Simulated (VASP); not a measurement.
Band structure of W (bcc). All values below come from PBEsol GGA, VASP's PBE PAW potentials (set 64) (plane waves; VASP 6.6.1).

Unless said otherwise, spin-orbit coupling is left out, though it shifts the bands of the heavy elements here.

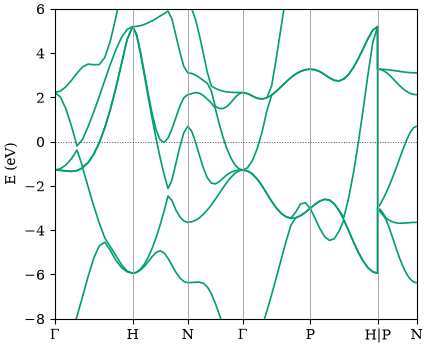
Figure: Bands along high-symmetry lines, zero at the valence-band maximum or, without a gap, the Fermi level

Read the plot: is there a gap, and where are the band edges?

It has no gap at this level: it comes out as a metal or semimetal. (Edges off the drawn lines would not show.)

The compound is W in the bcc structure. It was relaxed first.
